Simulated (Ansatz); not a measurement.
**CH₄CoO+ (triplet): geometry and frequencies at several levels**

Aim: geometry and frequencies at several levels, for CH₄CoO+ (triplet), with the cost of each level. Charge +1. Spin multiplicity 3.

Program: Ansatz 0.2.0. Level of theory: the levels named in each step. These are calculated values, not measurements.

## 1. Starting point

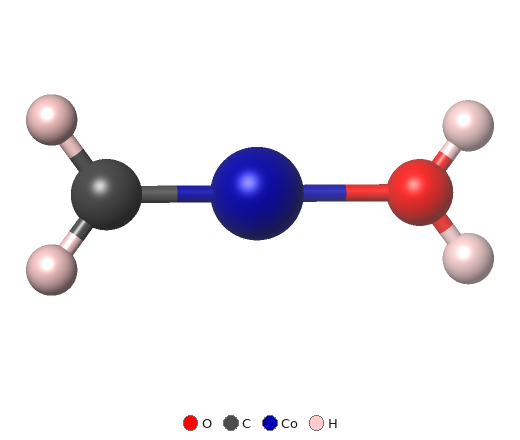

Start, viewed from a chosen angle; oxygen red, carbon dark grey, cobalt blue, hydrogen pink.

As a file:

```xyz
7

O    -1.1981    0.6748   -1.2009
C     1.2402   -0.6991    1.2448
Co    0.0695   -0.0389    0.0691
H    -1.3142    1.6064   -1.4362
H    -1.8363    0.1686   -1.7234
H     1.9615   -0.1267    1.8349
H     1.3727   -1.7519    1.5090
```

## 2. A rough first relaxation, PBE-D4/def2-SVP

This run stands in another session on the same molecule. It ended at:

```xyz
7

O    -1.2100    0.6816   -1.2128
C     1.2590   -0.7094    1.2627
Co    0.0890   -0.0504    0.0900
H    -1.3309    1.6236   -1.4532
H    -1.8571    0.1725   -1.7439
H     1.9803   -0.0940    1.8469
H     1.3650   -1.7906    1.5076
```

## 3. Relaxation, r2SCAN-D4/def2-TZVPP

input.yaml reads:

```yaml
crystal:
  periodic: [false, false, false]
  atoms:
    - { symbol: O, position_ang: [-1.21001974, 0.68157122, -1.21278721] }
    - { symbol: C, position_ang: [1.25898605, -0.70941222, 1.26269092] }
    - { symbol: Co, position_ang: [0.08904436, -0.05041226, 0.08996689] }
    - { symbol: H, position_ang: [-1.33093608, 1.62361335, -1.45317662] }
    - { symbol: H, position_ang: [-1.85706191, 0.17251006, -1.74386785] }
    - { symbol: H, position_ang: [1.98027296, -0.09403531, 1.8469151] }
    - { symbol: H, position_ang: [1.36499436, -1.79063483, 1.50755877] }
magnetization:
  spin_polarized: true
  initial_magnetization: 2
total_charge: 1
basis:
  gaussian: { orbitals: def2-TZVPP }
hamiltonian:
  xc: r2scan
  dispersion: d4
relax:
  f_tol: 0.002
  max_steps: 150
```

On the command line:

```bash
> ansatz run input.yaml --threads 4 --pin off --max-ram 10240MiB --backend cpu --events-out ev --progress --plain --runs-dir out
```

The program printed, shortened:

```text
Warning: RAYON_NUM_THREADS=4 ignored (pool sized by the plan → 4); use --threads N
[...]
Functional definition: r2SCAN
[...]
1053 factors; their error is unknown
[...]
mean field -40767.96627330 eV, -1498.1951270237 hartree, gradient 1.3e-6 eV, S^2 2.320368; 8 other end points of the search recorded, 0 dependent functions left out
[...]
reference -40767.96629022 eV, -1498.1951276456 hartree; 23, 21 occupied and 159, 161 virtual orbitals, 1053 factors
relax step   1: F+E_penalty+E_count = -40767.98258192 eV  Δ(F+E_penalty+E_count) = +0.000e0 eV  max|allowed force component| = 7.464e-1 eV/Å  Δτ_max = 0.0000 Å  (411 SCF iters, accepted)
[...]
relax step   3: F+E_penalty+E_count = -40768.00422269 eV  Δ(F+E_penalty+E_count) = +3.546e-3 eV  max|allowed force component| = 3.064e-1 eV/Å  Δτ_max = 0.0347 Å  (106 SCF iters, rejected (line search))
[...]
relax step   5: F+E_penalty+E_count = -40768.01238593 eV  Δ(F+E_penalty+E_count) = -3.415e-4 eV  max|allowed force component| = 6.424e-3 eV/Å  Δτ_max = 0.0083 Å  (93 SCF iters, accepted)
[...]
relax step   7: F+E_penalty+E_count = -40768.01239772 eV  Δ(F+E_penalty+E_count) = -1.135e-6 eV  max|allowed force component| = 4.073e-3 eV/Å  Δτ_max = 0.0012 Å  (107 SCF iters, accepted)
[...]
relax step   9: F+E_penalty+E_count = -40768.01239830 eV  Δ(F+E_penalty+E_count) = -2.525e-7 eV  max|allowed force component| = 3.043e-3 eV/Å  Δτ_max = 0.0004 Å  (133 SCF iters, accepted)
[...]
relax step  10: F+E_penalty+E_count = -40768.01239466 eV  Δ(F+E_penalty+E_count) = +3.638e-6 eV  max|allowed force component| = 8.173e-3 eV/Å  Δτ_max = 0.0006 Å  (154 SCF iters, rejected (line search))
[...]
relax step  11: F+E_penalty+E_count = -40768.01239885 eV  Δ(F+E_penalty+E_count) = -5.551e-7 eV  max|allowed force component| = 2.646e-4 eV/Å  Δτ_max = 0.0003 Å  (142 SCF iters, accepted)
1053 factors; their error is unknown
[...]
mean field -40767.99609584 eV, -1498.1962229821 hartree, gradient 4.9e-8 eV, S^2 2.339068; 9 other end points of the search recorded, 0 dependent functions left out
[...]
reference -40767.99611274 eV, -1498.1962236031 hartree; 23, 21 occupied and 159, 161 virtual orbitals, 1053 factors
Total energy: -40768.01241575 eV, -1498.1968227276 hartree
Atom 0 at    -1.212526     0.683119    -1.215869 Å, force     0.000086    -0.000196     0.000254 eV/Å
Atom 1 at     1.264713    -0.712602     1.268634 Å, force    -0.000195    -0.000017    -0.000071 eV/Å
Atom 2 at     0.078097    -0.044026     0.078962 Å, force     0.000177    -0.000033    -0.000153 eV/Å
Atom 3 at    -1.326436     1.613472    -1.447802 Å, force    -0.000025     0.000137    -0.000068 eV/Å
Atom 4 at    -1.847902     0.174838    -1.735749 Å, force    -0.000154     0.000079    -0.000114 eV/Å
Atom 5 at     1.972002    -0.107498     1.841403 Å, force     0.000094     0.000265     0.000107 eV/Å
Atom 6 at     1.367331    -1.774104     1.507720 Å, force     0.000017    -0.000235     0.000045 eV/Å
Dipole moment:    -0.422171     0.237818    -0.423525 e Å
```

Wall time 2.4 min (4 threads of Intel Xeon Platinum 8488C (Sapphire Rapids), shared host); peak memory 0.51 GiB.

Relaxation path:

```
step  energy from step 1 (eV)  largest force component (eV/Å)
   1                   0.0000                          0.7464
   2                  -0.0252                          0.3448
   3                  -0.0216                          0.3064
   4                  -0.0295                          0.0384
   5                  -0.0298                          0.0064
   6                  -0.0298                          0.0049
   7                  -0.0298                          0.0041
   8                  -0.0298                          0.0034
   9                  -0.0298                          0.0030
  10                  -0.0298                          0.0082
  11                  -0.0298                          0.0003
```

Step 1 is the start. Steps 3, 10 were tried and not accepted.

Before: Bond lengths: O1–Co3 1.980 Å, C2–Co3 1.783 Å, O1–H4 0.980 Å, O1–H5 0.980 Å, C2–H6 1.114 Å, C2–H7 1.114 Å. Angles: O1–Co3–C2 180.0°, Co3–O1–H4 126.7°, Co3–O1–H5 126.7°, H4–O1–H5 106.6°, Co3–C2–H6 124.5°, Co3–C2–H7 124.5°, H6–C2–H7 111.1°.

After: Bond lengths: O1–Co3 1.967 Å, C2–Co3 1.808 Å, O1–H4 0.966 Å, O1–H5 0.966 Å, C2–H6 1.093 Å, C2–H7 1.093 Å. Angles: O1–Co3–C2 180.0°, Co3–O1–H4 126.3°, Co3–O1–H5 126.3°, H4–O1–H5 107.5°, Co3–C2–H6 124.4°, Co3–C2–H7 124.4°, H6–C2–H7 111.2°.

## 4. Frequencies, r2SCAN-D4/def2-TZVPP

input.yaml reads:

```yaml
crystal:
  periodic: [false, false, false]
  atoms:
    - { symbol: O, position_ang: [-1.21252557, 0.68311896, -1.21586851] }
    - { symbol: C, position_ang: [1.2647127, -0.71260166, 1.26863425] }
    - { symbol: Co, position_ang: [0.07809684, -0.04402575, 0.07896248] }
    - { symbol: H, position_ang: [-1.32643551, 1.6134724, -1.44780225] }
    - { symbol: H, position_ang: [-1.8479019, 0.17483838, -1.73574875] }
    - { symbol: H, position_ang: [1.972002, -0.1074982, 1.84140258] }
    - { symbol: H, position_ang: [1.36733143, -1.77410412, 1.5077202] }
magnetization:
  spin_polarized: true
  initial_magnetization: 2
total_charge: 1
basis:
  gaussian: { orbitals: def2-TZVPP }
hamiltonian:
  xc: r2scan
  dispersion: d4
phonons: {}
```

On the command line:

```bash
> ansatz run input.yaml --threads 4 --pin off --max-ram 10240MiB --backend cpu --events-out ev --progress --plain --runs-dir out
```

The program printed, shortened:

```text
Warning: RAYON_NUM_THREADS=4 ignored (pool sized by the plan → 4); use --threads N
[...]
[... 1 set-up line as earlier in the session ...]
[...]
1053 factors; their error is unknown
[...]
mean field -40767.99609585 eV, -1498.1962229821 hartree, gradient 5.1e-8 eV, S^2 2.339068; 8 other end points of the search recorded, 0 dependent functions left out
[...]
reference -40767.99611274 eV, -1498.1962236031 hartree; 23, 21 occupied and 159, 161 virtual orbitals, 1053 factors
[...]
1053 factors; their error is unknown
mean field -40767.99599970 eV, -1498.1962194490 hartree, gradient 9.9e-6 eV, S^2 2.339058; 0 other end points of the search recorded, 0 dependent functions left out
[...]
reference -40767.99601661 eV, -1498.1962200702 hartree; 23, 21 occupied and 159, 161 virtual orbitals, 1053 factors
[...]
1053 factors; their error is unknown
[...]
reference -40767.99610077 eV, -1498.1962231632 hartree; 23, 21 occupied and 159, 161 virtual orbitals, 1053 factors
Total energy: -40768.01241575 eV, -1498.1968227276 hartree
Atom 0 at    -1.212526     0.683119    -1.215869 Å, force     0.000086    -0.000195     0.000254 eV/Å
Atom 1 at     1.264713    -0.712602     1.268634 Å, force    -0.000195    -0.000017    -0.000071 eV/Å
Atom 2 at     0.078097    -0.044026     0.078962 Å, force     0.000177    -0.000033    -0.000153 eV/Å
Atom 3 at    -1.326436     1.613472    -1.447802 Å, force    -0.000024     0.000137    -0.000068 eV/Å
Atom 4 at    -1.847902     0.174838    -1.735749 Å, force    -0.000154     0.000079    -0.000114 eV/Å
Atom 5 at     1.972002    -0.107498     1.841403 Å, force     0.000094     0.000265     0.000107 eV/Å
Atom 6 at     1.367331    -1.774104     1.507720 Å, force     0.000017    -0.000235     0.000045 eV/Å
Dipole moment:    -0.422171     0.237818    -0.423525 e Å
Vibrations: 97.41 153.63 294.00 326.55 419.71 573.65 651.51 667.75 881.96 1395.31 1668.88 3057.13 3145.68 3753.45 3831.91 cm⁻¹, zero-point energy 1.296784 eV
```

Wall time 2.2 min (4 threads of Intel Xeon Platinum 8488C (Sapphire Rapids), shared host); peak memory 0.49 GiB.

Harmonic frequencies (cm⁻¹; negative: imaginary): 97, 154, 294, 327, 420, 574, 652, 668, 882, 1395, 1669, 3057, 3146, 3753, 3832.

## 5. Relaxation, B3LYP-D4/def2-TZVPP

input.yaml reads:

```yaml
crystal:
  periodic: [false, false, false]
  atoms:
    - { symbol: O, position_ang: [-1.21001974, 0.68157122, -1.21278721] }
    - { symbol: C, position_ang: [1.25898605, -0.70941222, 1.26269092] }
    - { symbol: Co, position_ang: [0.08904436, -0.05041226, 0.08996689] }
    - { symbol: H, position_ang: [-1.33093608, 1.62361335, -1.45317662] }
    - { symbol: H, position_ang: [-1.85706191, 0.17251006, -1.74386785] }
    - { symbol: H, position_ang: [1.98027296, -0.09403531, 1.8469151] }
    - { symbol: H, position_ang: [1.36499436, -1.79063483, 1.50755877] }
magnetization:
  spin_polarized: true
  initial_magnetization: 2
total_charge: 1
basis:
  gaussian: { orbitals: def2-TZVPP }
hamiltonian:
  xc: { name: B3LYP }
  dispersion: d4
relax:
  f_tol: 0.002
  max_steps: 150
```

On the command line:

```bash
> ansatz run input.yaml --threads 4 --pin off --max-ram 10240MiB --backend cpu --events-out ev --progress --plain --runs-dir out
```

The program printed, shortened:

```text
Warning: RAYON_NUM_THREADS=4 ignored (pool sized by the plan → 4); use --threads N
[...]
Functional definition: B3LYP
[...]
1123 factors; their error is unknown
[...]
mean field -40771.12438981 eV, -1498.3111856648 hartree, gradient 1.0e-7 eV, S^2 2.339892; 8 other end points of the search recorded, 0 dependent functions left out
[...]
reference -40771.12462225 eV, -1498.3111942067 hartree; 23, 21 occupied and 159, 161 virtual orbitals, 1123 factors
relax step   1: F+E_penalty+E_count = -40771.23796833 eV  Δ(F+E_penalty+E_count) = +0.000e0 eV  max|allowed force component| = 1.064e0 eV/Å  Δτ_max = 0.0000 Å  (512 SCF iters, accepted)
[...]
relax step   6: F+E_penalty+E_count = -40771.28663571 eV  Δ(F+E_penalty+E_count) = -2.629e-6 eV  max|allowed force component| = 6.276e-3 eV/Å  Δτ_max = 0.0003 Å  (123 SCF iters, accepted)
[...]
mean field -40771.17384119 eV, -1498.3130029695 hartree, gradient 1.1e-7 eV, S^2 2.367488; 9 other end points of the search recorded, 0 dependent functions left out
[...]
reference -40771.17407399 eV, -1498.3130115248 hartree; 23, 21 occupied and 159, 161 virtual orbitals, 1123 factors
Total energy: -40771.28687249 eV, -1498.3171567931 hartree
Atom 0 at    -1.228737     0.692240    -1.232184 Å, force     0.000260    -0.000123     0.000123 eV/Å
Atom 1 at     1.279883    -0.721177     1.283836 Å, force     0.000138    -0.000064     0.000156 eV/Å
Atom 2 at     0.078610    -0.044295     0.078869 Å, force    -0.000279     0.000102    -0.000166 eV/Å
Atom 3 at    -1.341072     1.623447    -1.462763 Å, force    -0.000031     0.000016     0.000001 eV/Å
Atom 4 at    -1.863748     0.182096    -1.751265 Å, force    -0.000043     0.000027    -0.000011 eV/Å
Atom 5 at     1.986223    -0.119459     1.856585 Å, force    -0.000079    -0.000133    -0.000083 eV/Å
Atom 6 at     1.384122    -1.779652     1.524223 Å, force     0.000034     0.000175    -0.000021 eV/Å
Dipole moment:    -0.407675     0.229690    -0.408914 e Å
```

It took 84 s on 4 threads of Intel Xeon Platinum 8488C (Sapphire Rapids), shared host; peak memory 0.69 GiB.

Relaxation path:

```
step  energy from step 1 (eV)  largest force component (eV/Å)
   1                   0.0000                          1.0645
   2                  -0.0384                          0.5179
   3                  -0.0334                          0.4294
   4                  -0.0477                          0.1116
   5                  -0.0487                          0.0067
   6                  -0.0487                          0.0063
   7                  -0.0487                          0.0003
```

Step 1 is the start. Step 3 was tried and not accepted.

Before: Bond lengths: O1–Co3 1.980 Å, C2–Co3 1.783 Å, O1–H4 0.980 Å, O1–H5 0.980 Å, C2–H6 1.114 Å, C2–H7 1.114 Å. Angles: O1–Co3–C2 180.0°, Co3–O1–H4 126.7°, Co3–O1–H5 126.7°, H4–O1–H5 106.6°, Co3–C2–H6 124.5°, Co3–C2–H7 124.5°, H6–C2–H7 111.1°.

After: Bond lengths: O1–Co3 1.993 Å, C2–Co3 1.831 Å, O1–H4 0.966 Å, O1–H5 0.966 Å, C2–H6 1.090 Å, C2–H7 1.090 Å. Angles: O1–Co3–C2 180.0°, Co3–O1–H4 126.1°, Co3–O1–H5 126.1°, H4–O1–H5 107.7°, Co3–C2–H6 124.5°, Co3–C2–H7 124.5°, H6–C2–H7 111.0°.

## 6. Frequencies, B3LYP-D4/def2-TZVPP

input.yaml reads:

```yaml
crystal:
  periodic: [false, false, false]
  atoms:
    - { symbol: O, position_ang: [-1.22873662, 0.69224027, -1.23218436] }
    - { symbol: C, position_ang: [1.27988251, -0.7211767, 1.28383575] }
    - { symbol: Co, position_ang: [0.07860991, -0.04429478, 0.0788689] }
    - { symbol: H, position_ang: [-1.34107236, 1.62344718, -1.46276282] }
    - { symbol: H, position_ang: [-1.86374824, 0.18209588, -1.75126527] }
    - { symbol: H, position_ang: [1.98622286, -0.11945948, 1.85658488] }
    - { symbol: H, position_ang: [1.38412195, -1.77965236, 1.52422292] }
magnetization:
  spin_polarized: true
  initial_magnetization: 2
total_charge: 1
basis:
  gaussian: { orbitals: def2-TZVPP }
hamiltonian:
  xc: { name: B3LYP }
  dispersion: d4
phonons: {}
```

On the command line:

```bash
> ansatz run input.yaml --threads 4 --pin off --max-ram 10240MiB --backend cpu --events-out ev --progress --plain --runs-dir out
```

The program printed, shortened:

```text
Warning: RAYON_NUM_THREADS=4 ignored (pool sized by the plan → 4); use --threads N
[...]
[... 1 set-up line as earlier in the session ...]
[...]
1123 factors; their error is unknown
[...]
mean field -40771.17384119 eV, -1498.3130029695 hartree, gradient 1.7e-7 eV, S^2 2.367488; 8 other end points of the search recorded, 0 dependent functions left out
[...]
reference -40771.17407399 eV, -1498.3130115248 hartree; 23, 21 occupied and 159, 161 virtual orbitals, 1123 factors
[...]
1123 factors; their error is unknown
mean field -40771.17373272 eV, -1498.3129989834 hartree, gradient 2.2e-6 eV, S^2 2.367524; 0 other end points of the search recorded, 0 dependent functions left out
[...]
reference -40771.17396551 eV, -1498.3130075384 hartree; 23, 21 occupied and 159, 161 virtual orbitals, 1123 factors
[...]
1123 factors; their error is unknown
[...]
reference -40771.17405984 eV, -1498.3130110049 hartree; 23, 21 occupied and 159, 161 virtual orbitals, 1123 factors
Total energy: -40771.28687249 eV, -1498.3171567931 hartree
Atom 0 at    -1.228737     0.692240    -1.232184 Å, force     0.000260    -0.000123     0.000123 eV/Å
Atom 1 at     1.279883    -0.721177     1.283836 Å, force     0.000138    -0.000064     0.000156 eV/Å
Atom 2 at     0.078610    -0.044295     0.078869 Å, force    -0.000279     0.000102    -0.000166 eV/Å
Atom 3 at    -1.341072     1.623447    -1.462763 Å, force    -0.000031     0.000016     0.000001 eV/Å
Atom 4 at    -1.863748     0.182096    -1.751265 Å, force    -0.000043     0.000027    -0.000011 eV/Å
Atom 5 at     1.986223    -0.119459     1.856585 Å, force    -0.000079    -0.000133    -0.000083 eV/Å
Atom 6 at     1.384122    -1.779652     1.524223 Å, force     0.000034     0.000175    -0.000021 eV/Å
Dipole moment:    -0.407675     0.229690    -0.408914 e Å
Vibrations: 96.00 147.73 263.43 328.05 400.03 582.05 653.30 653.86 891.97 1411.08 1667.80 3072.34 3154.98 3756.24 3833.09 cm⁻¹, zero-point energy 1.296376 eV
```

It took 91 s on 4 threads of Intel Xeon Platinum 8488C (Sapphire Rapids), shared host; peak memory 0.69 GiB.

Harmonic frequencies (cm⁻¹; negative: imaginary): 96, 148, 263, 328, 400, 582, 653, 654, 892, 1411, 1668, 3072, 3155, 3756, 3833.

## 7. Geometries side by side

| level | O1–Co3 (Å) | C2–Co3 (Å) | rotational constants (MHz) | highest frequency (cm⁻¹) | CPU time |
| --- | --- | --- | --- | --- | --- |
| r2SCAN-D4/def2-TZVPP | 1.9675 | 1.8084 | 176600, 4045.9, 3955.3 | 3832 | 9 min |
| B3LYP-D4/def2-TZVPP | 1.9926 | 1.8312 | 177090, 3950.1, 3863.9 | 3833 | 5.3 min |

Constants are for the commonest isotopes at the equilibrium geometry; times are CPU times of the relaxations.

## 8. Summary of results

| quantity | value |
| --- | --- |
| O1–Co3 at B3LYP-D4/def2-TZVPP | 1.993 Å |
| C2–Co3 at B3LYP-D4/def2-TZVPP | 1.831 Å |
| frequencies at B3LYP-D4/def2-TZVPP | 96 to 3833 cm⁻¹ |

What this shows: The O1–Co3 distance spreads over 0.025 Å, from r2SCAN-D4/def2-TZVPP (shortest) to B3LYP-D4/def2-TZVPP. No mode is imaginary, so the geometry is a minimum. <S²> exceeds the pure value by up to 0.37: some mean fields break spin symmetry, which blurs their results.
